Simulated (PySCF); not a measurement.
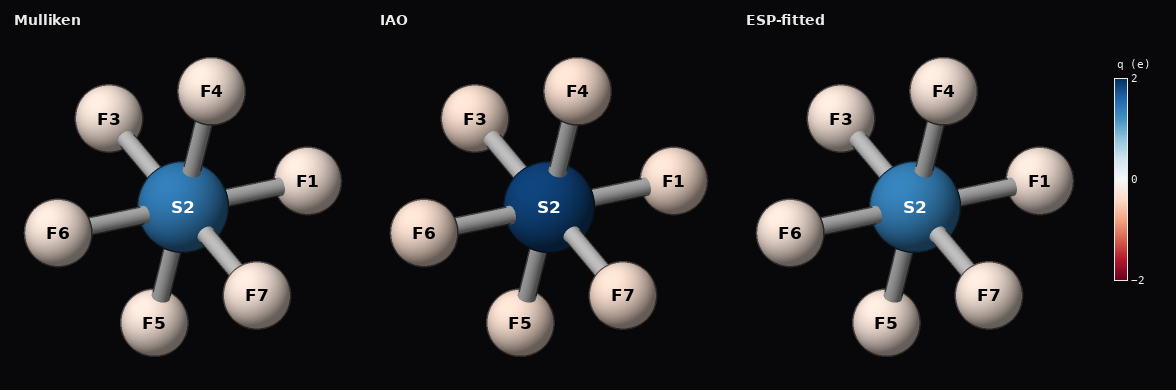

Atomic charges of one calculation by 3 schemes, on one colour scale. The computed structure is the end point of a PBE0-D3(BJ)/def2-SVP optimisation. No frequency run is at hand to confirm it as a minimum. Level of theory: PBE0/STO-3G (PySCF 2.14.0).

**Which scheme gives the most polar picture (largest mean size of the charges)?**

The IAO charges are the largest in size here, and the ESP-fitted charges the smallest.

List the charges (e), one line for each set of equivalent atoms.

```csv
atom,Mulliken,IAO,ESP-fitted
"F1, F3, F4…",−0.23,−0.31,−0.23
S2,1.40,1.85,1.36
```
